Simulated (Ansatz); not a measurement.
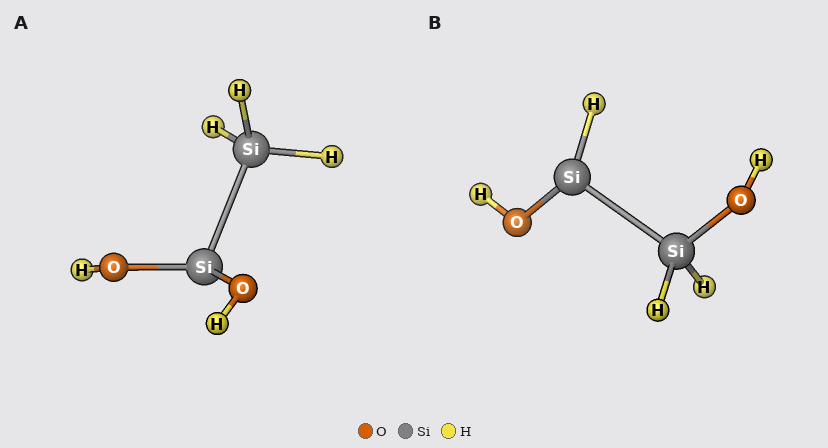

2 stationary structures of one formula. State: neutral, doublet. Geometries: PBE0-D4/def2-TZVP. Electronic energies: CCSD(T)/CBS (MP2 limit from def2-TZVPP and def2-QZVPP plus CCSD(T) − MP2) (Ansatz 0.2.0), without zero-point energy. No frequency run is at hand to confirm each as a minimum. Each is one conformer, not always the lowest.

Question: How are they related?

Answer: They are constitutional isomers of H5O2Si2: A `O[Si](O)[SiH3]`, B `O[SiH][SiH2]O`.

Question: Which is lowest in energy, and by how much?

Answer: A is lowest; B lies 0.270 eV above it.

Give E(B) − E(A) in eV at these levels too: B3LYP-D4/def2-TZVPP; PBE0-D4/def2-TZVPP; UHF-MP2 (frozen core)/def2-QZVPP; B2PLYP (frozen core)/def2-TZVPP; UHF-CCSD(T) (frozen core)/def2-TZVPP; ωB97X-V/def2-TZVPP; PBE-D4/def2-TZVPP; PBE0-D4/def2-TZVP.

| level | E(B) − E(A) (eV) |
| --- | --- |
| B3LYP-D4/def2-TZVPP | +0.286 |
| PBE0-D4/def2-TZVPP | +0.286 |
| UHF-MP2 (frozen core)/def2-QZVPP | +0.262 |
| B2PLYP (frozen core)/def2-TZVPP | +0.275 |
| UHF-CCSD(T) (frozen core)/def2-TZVPP | +0.269 |
| ωB97X-V/def2-TZVPP | +0.279 |
| PBE-D4/def2-TZVPP | +0.309 |
| PBE0-D4/def2-TZVP | +0.289 |
